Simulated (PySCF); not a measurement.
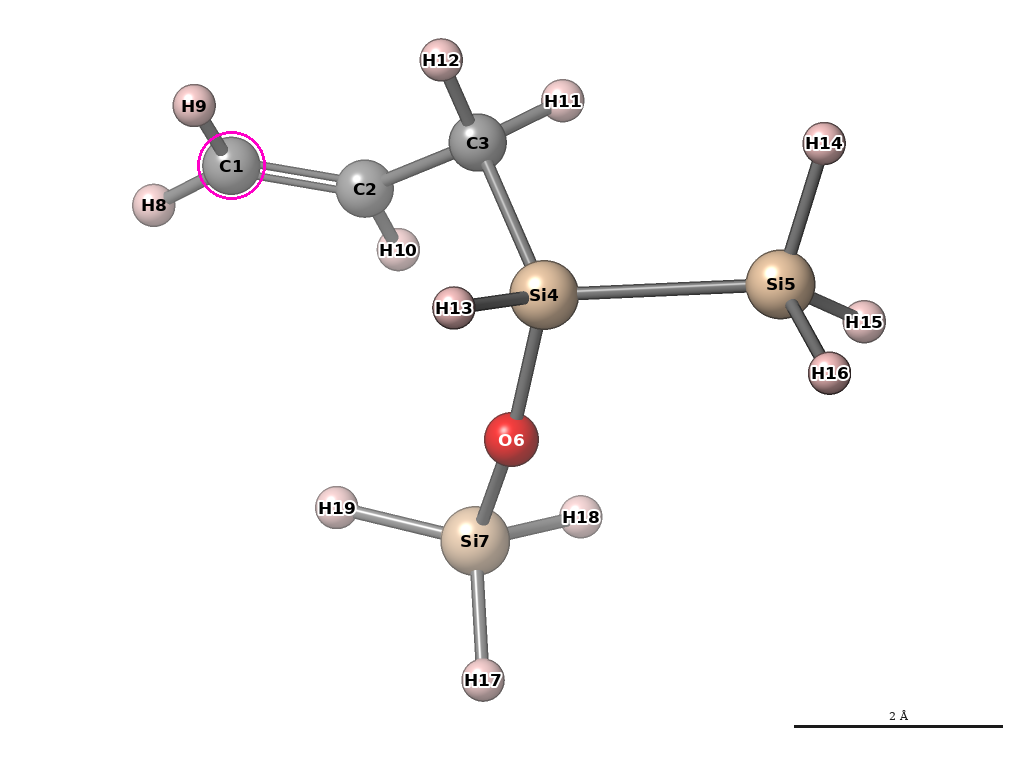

Orthographic view. Distant atoms are faded towards the background colour. Geometry: an image of a reaction path computed with GFN2-xTB, not a minimum.

Which atoms are bonded to the circled atom?

The circled atom is C1; it is bonded to C2, H8, H9.

Which two atoms are farthest apart in space?

H8 and H16, 7.76 Å.

What is the shortest path along bonds from the circled atom to Si4?

C1–C2–C3–Si4, 3 bonds; through space the two are 3.72 Å apart.

Of Si5 and H15, which is nearer the viewer?

Si5; the bond to H15 points away from the viewer, so it looks shorter than its 1.47 Å.
